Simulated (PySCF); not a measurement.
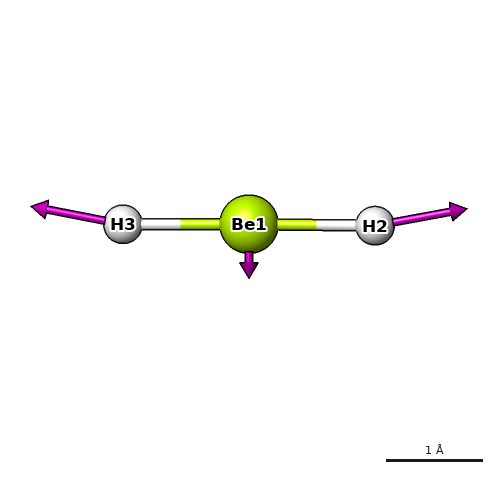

Arrows show the forces on the atoms, 10 Å of arrow for 1 eV/Å; forces under a tenth of the largest aren't drawn. Level of theory: RHF/def2-SVP (PySCF).

List the force components in the frame of the picture (x right, y up, z towards the viewer), in eV/Å.

```tsv
atom	Fx	Fy	Fz
Be1	0.00	−0.03	0.00
H2	0.08	0.01	0.01
H3	−0.08	0.02	−0.01
```
